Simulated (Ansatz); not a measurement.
Sn3Ge2

```
Sn Ge
1.0
     3.33850    0.00000    0.00000
    -1.66925    2.89122    0.00000
     0.00000    0.00000   38.55946
Sn Ge
9 6
Direct
  0.00000 0.00000 0.20464
  0.66667 0.33333 0.53798
  0.33333 0.66667 0.87131
  0.66667 0.33333 0.12869
  0.33333 0.66667 0.46202
  0.00000 0.00000 0.79536
  0.00000 0.00000 0.00000
  0.66667 0.33333 0.33333
  0.33333 0.66667 0.66667
  0.33333 0.66667 0.06545
  0.00000 0.00000 0.39878
  0.66667 0.33333 0.73212
  0.33333 0.66667 0.26788
  0.00000 0.00000 0.60122
  0.66667 0.33333 0.93455
```

Space group R-3m; a structure generated by program, which may or may not match a known phase.

Computed with Ansatz 0.2.0, DFT PBE, scalar-relativistic, plane waves, PAW.

> What can the converged valence pseudo-density and electron localisation function tell about the bonding?

Sn–Sn (3.34 Å): the density is about 0.15 e/Å³ at the midpoint; the ELF is about 0.30 at the midpoint.

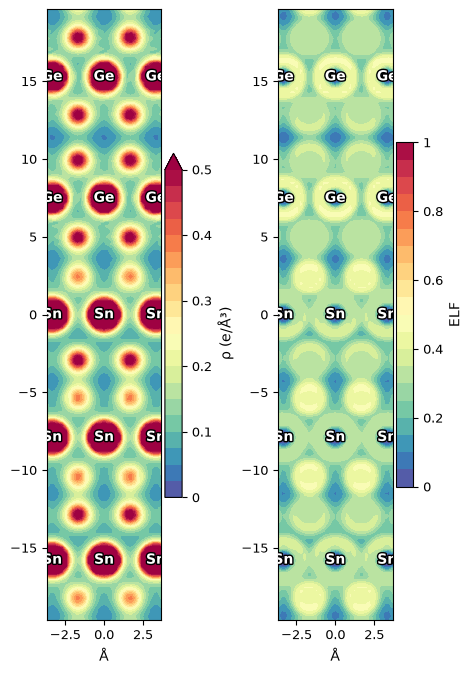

Computed valence pseudo-density and electron localisation function on the (010) plane of the conventional cell, in this order. 

The density is the valence pseudo-density of a PAW calculation; it isn't the true density close to the nuclei.
